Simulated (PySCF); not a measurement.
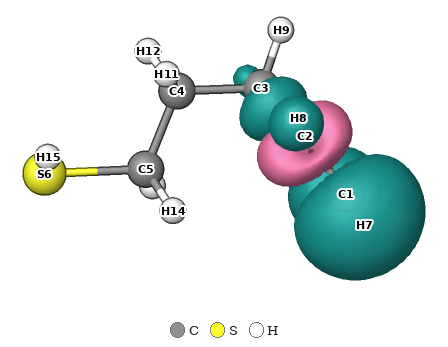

*C₅H₉S (SMILES [H]/[C]=C\CCCS) (doublet). Isosurfaces of the spin density (α minus β) at +0.02 (teal) and −0.02 e/Å³ (pink), seen across its widest extent.*

Geometry: GFN2-xTB.

Level of theory: PySCF 2.14.0, density-fitted response routines, UKS B3LYP, pcH-1 on C H S, non-relativistic, mean-field spin-orbit, GIAO.

```csv
atom,x (Å),y (Å),z (Å)
C,-2.2676,0.8078,-0.9211
C,-1.4532,0.9949,0.0610
C,-0.9095,-0.0747,1.0012
C,0.6122,-0.1702,0.8989
C,1.0452,-0.6612,-0.4729
S,2.8602,-0.8169,-0.6044
H,-2.8004,0.0103,-1.3836
H,-1.0738,1.9867,0.2851
H,-1.1864,0.1998,2.0216
H,-1.3628,-1.0381,0.7645
H,1.0543,0.8112,1.0915
H,0.9837,-0.8600,1.6606
H,0.6654,-1.6643,-0.6663
H,0.7004,0.0062,-1.2629
H,3.1277,0.4767,-0.4375
```

### Where is the unpaired spin?

The unpaired spin (1 electron) lies mostly on C1 (about 0.8) and H7 (about 0.1), in electrons by Hirshfeld's partition.
